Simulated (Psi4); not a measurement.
# H2O (water), step by step

Wanted: a series of 10 runs (PBE-D4/def2-SVP, PBE0-D4/def2-TZVP, PBE-D4/def2-TZVPP, r2SCAN-D4/def2-TZVPP, B3LYP-D4/def2-TZVPP, PBE0-D4/def2-TZVPP, wB97M-V/def2-TZVPP, CCSD(T)/def2-TZVPP, and more) of H2O (water). 

The calculation is run with Psi4 1.11.

## 1. The system as given

H2O: 3 atoms, total charge 0, spin state singlet. SMILES: `O`. Geometry: relaxed at GFN2-xTB, rattled. The run starts from this shape.

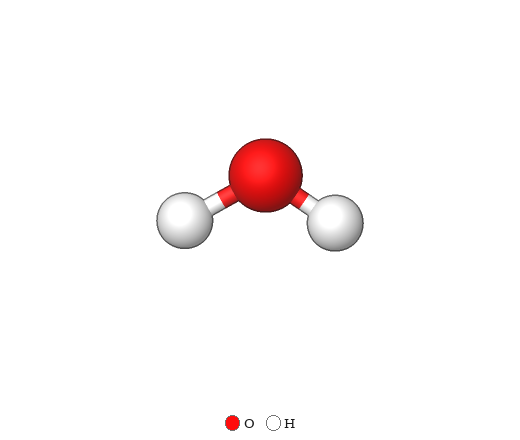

The structure, seen from a chosen angle (oxygen red, hydrogen white).

## 2. A geometry optimisation at PBE-D4/def2-SVP (density fitting) (run 1)

calc.in reads:

```
memory 3.3 GB

molecule {
  0 1
  O     -0.244424     0.187964    -0.093830
  H      0.401192     0.607226     0.348501
  H     -0.173105    -0.783408    -0.146736
  symmetry c1
}

set basis def2-SVP
set scf_type df
set geom_maxiter 60
set max_force_g_convergence 0.0005

energy_value = opt("pbe-d4")
```

Started as:

```sh
psi4 calc.in calc.out -n 2
```

calc.out:

```text
[...]
  Running in c1 symmetry.
[...]
  Nuclear repulsion =    9.442399509415221
[...]
  Multiplicity = 1
[...]
  Nalpha       = 5
  Nbeta        = 5
[...]
    Number of basis functions: 24
[...]
   @DF-RKS iter   1:   -76.07839875287171   -5.90461e-02   2.95845e-02 DIIS/ADIIS
[...]
   @DF-RKS iter   6:   -76.27280759983715   -1.56319e-13   1.41176e-09 DIIS
[...]
    Orbital Energies [Eh]
    ---------------------
    Doubly Occupied:
       1A    -18.738286     2A     -0.886644     3A     -0.450920
       4A     -0.309074     5A     -0.227918
[...]
  @DF-RKS Final Energy:   -76.27280759983715
   => Energetics <=
    Nuclear Repulsion Energy =              9.0364942846904874
    One-Electron Energy =                -122.7905052672403485
    Two-Electron Energy =                  46.7342667829363450
    DFT Exchange-Correlation Energy =      -9.2528651230909791
    Empirical Dispersion Energy =          -0.0001982771326484
    VV10 Nonlocal Energy =                  0.0000000000000000
    Total Energy =                        -76.2728075998371509
[...]
 Multipole Moments:
 ------------------------------------------------------------------------------------
     Multipole            Electronic (a.u.)      Nuclear  (a.u.)        Total (a.u.)
 ------------------------------------------------------------------------------------
 L = 1.  Multiply by 2.5417464519 to convert [e a0] to [Debye]
 Dipole X            :         -0.2137133            0.8922445            0.6785313
 Dipole Y            :          0.1187795           -0.4954727           -0.3766932
 Dipole Z            :          0.0000000           -0.0000000            0.0000000
 Magnitude           :                                                    0.7760815
[...]
  -Total Gradient:
     Atom            X                  Y                   Z
    ------   -----------------  -----------------  -----------------
       1        0.000178457330     0.000132655464    -0.000000000000
       2       -0.000199413755    -0.000087426384     0.000000000000
       3        0.000013737814    -0.000041139302    -0.000000000000
[...]
    Final optimized geometry and variables:
    Molecular point group: c1
    Full point group: Cs
    Geometry (in Angstrom), charge = 0, multiplicity = 1:
    O           -0.059988810935     0.033312415334     0.000000000000
    H            0.843650534011     0.398100680645    -0.000000000000
    H            0.108415428189    -0.926792886138    -0.000000000000
    Psi4 run time: 0:00:18.40
[...]
```

The script printed:

```text
Optimizer: Optimization complete!
```

Run time: 21 s. Hardware: 2 threads of Intel Xeon at 2.50GHz (Skylake/Cascade Lake), shared host; peak memory 0.28 GiB.

Steps, from the record of the run:

```tsv
step	energy from the first frame kept (eV)	largest force (eV/Å)
0	0.0000	6.4335
1	-0.2972	1.0805
2	-0.3164	0.1407
3	-0.3167	0.0415
4	-0.3167	0.0114
```

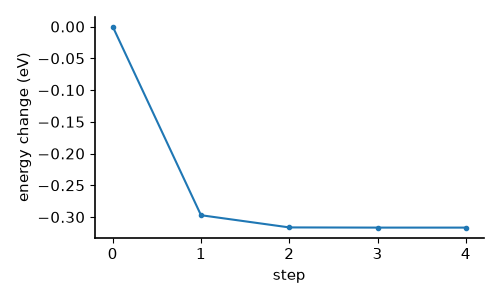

Energy along the run.

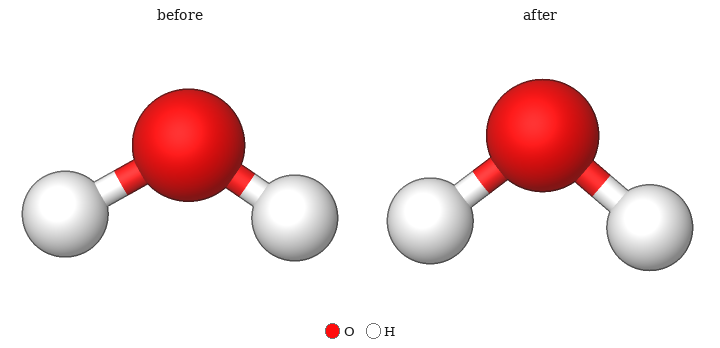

Before and after, at one scale.

After the run. Bond lengths: O1–H2 0.974 Å, O1–H3 0.975 Å. Angles: H2–O1–H3 102.0°.

## 3. A geometry optimisation at PBE0-D4/def2-TZVP (density fitting) (run 2)

h2o.in reads:

```
memory 3300 mb

molecule {
  O     -0.256773     0.190262    -0.101259
  H      0.494886     0.553740     0.401261
  H     -0.070809    -0.766395    -0.081591
  symmetry c1
}

set globals {
  basis def2-TZVP
  scf_type df
  geom_maxiter 50
  max_force_g_convergence 0.0002
}

e, wfn = optimize('pbe0-d4', return_wfn=True)
```

Started as:

```sh
psi4 -n 2 h2o.in h2o.out
```

h2o.out:

```text
[...]
  Running in c1 symmetry.
[...]
  Nuclear repulsion =    9.036496155906807
[...]
  Multiplicity = 1
[...]
  Nalpha       = 5
  Nbeta        = 5
[...]
    Number of basis functions: 43
[...]
   @DF-RKS iter   1:   -76.22287668934642   -2.30162e-01   1.54845e-02 DIIS/ADIIS
[...]
   @DF-RKS iter   6:   -76.37751372927985   -2.60059e-12   2.10233e-09 DIIS
[...]
    Orbital Energies [Eh]
    ---------------------
    Doubly Occupied:
       1A    -19.201644     2A     -1.038888     3A     -0.546908
       4A     -0.402302     5A     -0.326829
[...]
  @DF-RKS Final Energy:   -76.37751372927985
   => Energetics <=
    Nuclear Repulsion Energy =              9.1713982144786783
    One-Electron Energy =                -123.0571720372161622
    Two-Electron Energy =                  44.5329772788970786
    DFT Exchange-Correlation Energy =      -7.0245607984901373
    Empirical Dispersion Energy =          -0.0001563869493074
    VV10 Nonlocal Energy =                  0.0000000000000000
    Total Energy =                        -76.3775137292798689
[...]
 Multipole Moments:
 ------------------------------------------------------------------------------------
     Multipole            Electronic (a.u.)      Nuclear  (a.u.)        Total (a.u.)
 ------------------------------------------------------------------------------------
 L = 1.  Multiply by 2.5417464519 to convert [e a0] to [Debye]
 Dipole X            :         -0.1381069            0.8493857            0.7112788
 Dipole Y            :          0.0766484           -0.4714090           -0.3947606
 Dipole Z            :          0.0000000            0.0000000            0.0000000
 Magnitude           :                                                    0.8134823
[...]
  -Total Gradient:
     Atom            X                  Y                   Z
    ------   -----------------  -----------------  -----------------
       1        0.000065516854    -0.000039106331     0.000000000000
       2       -0.000038361985     0.000015675188    -0.000000000000
       3       -0.000034039564     0.000027251420     0.000000000000
[...]
    Final optimized geometry and variables:
    Molecular point group: c1
    Full point group: Cs
    Geometry (in Angstrom), charge = 0, multiplicity = 1:
    O           -0.057107255812     0.031694524615    -0.000000000000
    H            0.822772922101     0.414444593499     0.000000000000
    H            0.083560669213    -0.917459699201     0.000000000000
    Psi4 run time: 0:00:16.01
[...]
```

On the terminal:

```text
Optimizer: Optimization complete!
```

Run time: 19 s. Hardware: 2 threads of Intel Xeon at 2.50GHz (Skylake/Cascade Lake), shared host; peak memory 0.32 GiB.

The path in brief:

```tsv
step	energy from the first frame kept (eV)	largest force (eV/Å)
0	0.0000	1.1327
1	-0.0146	0.1718
2	-0.0150	0.0039
```

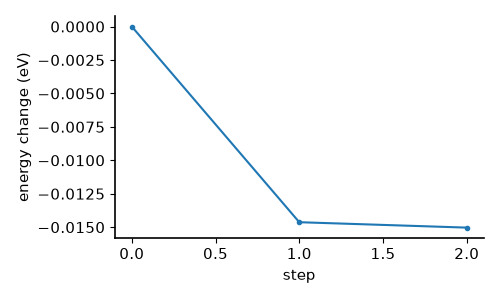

Energy along the run.

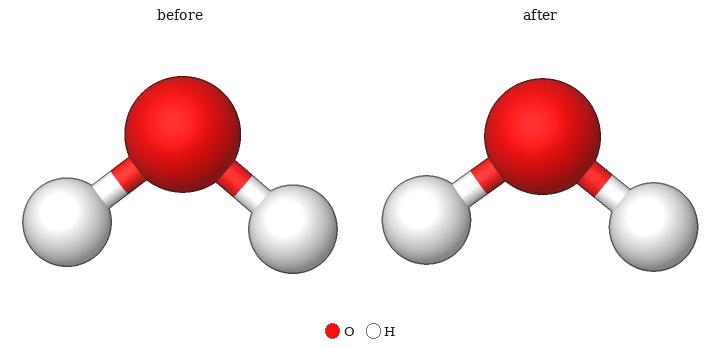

Before and after, at one scale.

After the run. Bond lengths: O1–H2 0.960 Å, O1–H3 0.960 Å. Angles: H2–O1–H3 105.1°.

Runs 3 to 5 aren't shown in full; the table further down has their settings and results.

## 4. The energy at B3LYP-D4/def2-TZVPP (density fitting) (run 6)

calc.dat reads:

```
memory 3300 mb

molecule system {
  0 1
  O     -0.254252     0.188650    -0.099857
  H      0.476414     0.570025     0.391434
  H     -0.092348    -0.757095    -0.094019
  units angstrom
  symmetry c1
}

set {
  basis def2-TZVPP
  reference rks
  scf_type df
  dft_radial_points 99
  dft_spherical_points 590
}

energy_value, wavefunction = energy('b3lyp-d4', return_wfn=True)
```

Started as:

```sh
psi4 -i calc.dat -o calc.out -n 2
```

calc.out:

```text
[...]
  Running in c1 symmetry.
[...]
  Nuclear repulsion =    9.171400278068129
[...]
  Multiplicity = 1
[...]
  Nalpha       = 5
  Nbeta        = 5
[...]
    Number of basis functions: 59
[...]
   @DF-RKS iter   1:   -76.28662459292892   -1.83607e-01   1.23182e-02 DIIS/ADIIS
[...]
   @DF-RKS iter   7:   -76.46701210947462   -2.06610e-09   6.77859e-08 DIIS
[...]
    Orbital Energies [Eh]
    ---------------------
    Doubly Occupied:
       1A    -19.126679     2A     -1.014610     3A     -0.535477
       4A     -0.391629     5A     -0.317004
[...]
  @DF-RKS Final Energy:   -76.46701210947462
   => Energetics <=
    Nuclear Repulsion Energy =              9.1714002780681287
    One-Electron Energy =                -123.0785896696123984
    Two-Electron Energy =                  44.9985127367112057
    DFT Exchange-Correlation Energy =      -7.5580258259905886
    Empirical Dispersion Energy =          -0.0003096286510015
    VV10 Nonlocal Energy =                  0.0000000000000000
    Total Energy =                        -76.4670121094746378
[...]
 Multipole Moments:
 ------------------------------------------------------------------------------------
     Multipole            Electronic (a.u.)      Nuclear  (a.u.)        Total (a.u.)
 ------------------------------------------------------------------------------------
 L = 1.  Multiply by 2.5417464519 to convert [e a0] to [Debye]
 Dipole X            :         -0.1820928            0.8493856            0.6672928
 Dipole Y            :          0.1010606           -0.4714091           -0.3703485
 Dipole Z            :         -0.0000000            0.0000000           -0.0000000
 Magnitude           :                                                    0.7631760
[...]
```

Run time: 12 s. Hardware: 2 threads of Intel Xeon at 2.50GHz (Skylake/Cascade Lake), shared host; peak memory 0.51 GiB.

Runs 7 to 9 aren't shown in full; the table further down has their settings and results.

## 5. A single-point energy at MP2/def2-QZVPP (density fitting, density fitting for correlation) (run 10)

input.dat reads:

```
memory 3.3 GB

molecule m {
  0 1
  O
  H 1 0.959524
  H 1 0.959521 2 105.07908
  symmetry c1
}

set globals {
  scf_type        df
  num_frozen_docc 1
}

result, w = energy("mp2/def2-QZVPP", return_wfn=True)
```

Started as:

```sh
psi4 -i input.dat -o output.dat -n 2
```

output.dat:

```text
[...]
  Running in c1 symmetry.
[...]
  Nuclear repulsion =    9.171400960653999
[...]
  Multiplicity = 1
[...]
  Nalpha       = 5
  Nbeta        = 5
[...]
    Number of basis functions: 117
[...]
   @DF-RHF iter   1:   -75.98354693784273   -4.95843e-01   3.97596e-03 ADIIS/DIIS
[...]
   @DF-RHF iter  10:   -76.06662596045969   -3.73745e-12   2.20218e-09 DIIS
[...]
    Orbital Energies [Eh]
    ---------------------
    Doubly Occupied:
       1A    -20.563321     2A     -1.350229     3A     -0.716711
       4A     -0.582530     5A     -0.509499
[...]
  @DF-RHF Final Energy:   -76.06662596045969
   => Energetics <=
    Nuclear Repulsion Energy =              9.1714009606539992
    One-Electron Energy =                -123.0314723268720201
    Two-Electron Energy =                  37.7934454057583409
    Total Energy =                        -76.0666259604596746
[...]
 Multipole Moments:
 ------------------------------------------------------------------------------------
     Multipole            Electronic (a.u.)      Nuclear  (a.u.)        Total (a.u.)
 ------------------------------------------------------------------------------------
 L = 1.  Multiply by 2.5417464519 to convert [e a0] to [Debye]
 Dipole X            :          0.1437679           -0.7710964           -0.6273285
 Dipole Y            :          0.1101606           -0.5908405           -0.4806800
 Dipole Z            :          0.0000000            0.0000000            0.0000000
 Magnitude           :                                                    0.7903128
[...]
```

It took 6.6 s on 2 threads of Intel Xeon at 2.50GHz (Skylake/Cascade Lake), shared host; peak memory 0.26 GiB.

## 6. The series

```tsv
run	level	geom maxiter	max force g convergence	energy (Eh)	dipole moment (D)	HOMO energy (eV)	LUMO energy (eV)	wall time
1	PBE-D4/def2-SVP (density fitting)	60	0.0005	-76.272808	1.97	-6.20	0.68	21 s
2	PBE0-D4/def2-TZVP (density fitting)	50	0.0002	-76.377514	2.07	-8.89	0.86	19 s
3	PBE0-D4/def2-TZVP (density fitting)	–	–	-76.377514	2.07	–	–	53 s
4	PBE-D4/def2-TZVPP (density fitting)	–	–	-76.380304	1.89	-6.99	-0.03	12 s
5	r2SCAN-D4/def2-TZVPP (density fitting)	–	–	-76.423283	1.93	-7.42	0.91	20 s
6	B3LYP-D4/def2-TZVPP (density fitting)	–	–	-76.467012	1.94	-8.63	0.38	12 s
7	PBE0-D4/def2-TZVPP (density fitting)	–	–	-76.381000	1.94	-8.90	0.85	10 s
8	wB97M-V/def2-TZVPP (density fitting)	–	–	-76.433499	1.94	-11.56	2.18	25 s
9	CCSD(T)/def2-TZVPP (density fitting, density fitting for correlation)	–	–	-76.337189	–	-13.81	3.41	10 s
10	MP2/def2-QZVPP (density fitting, density fitting for correlation)	–	–	-76.349240	–	-13.86	2.84	6.6 s
```

## 7. What came out

| quantity | value |
| --- | --- |
| run 10, MP2/def2-QZVPP: total energy | -76.34924 Eh |
| run 10, MP2/def2-QZVPP: HOMO energy (Hartree–Fock orbitals) | -13.86 eV |
| run 10, MP2/def2-QZVPP: LUMO energy (Hartree–Fock orbitals) | 2.84 eV |
| run 10, MP2/def2-QZVPP: HOMO–LUMO gap (Hartree–Fock orbitals) | 16.70 eV |
| run 10, MP2/def2-QZVPP: correlation energy (1 core orbital frozen) | -282.6 mEh |

What this shows: Over runs 3, 4, 5, 6, 7, 8 the dipole moment (its size) runs from 1.89 D (PBE-D4/def2-TZVPP) to 2.07 D (PBE0-D4/def2-TZVP). The two ends differ in method and basis. Over runs 4, 5, 6, 7, 8 the HOMO–LUMO gap runs from 6.96 eV (PBE-D4/def2-TZVPP) to 13.74 eV (wB97M-V/def2-TZVPP). Totals of different functionals can't be ranked against each other. All runs together took 3.2 min, the longest 53 s.
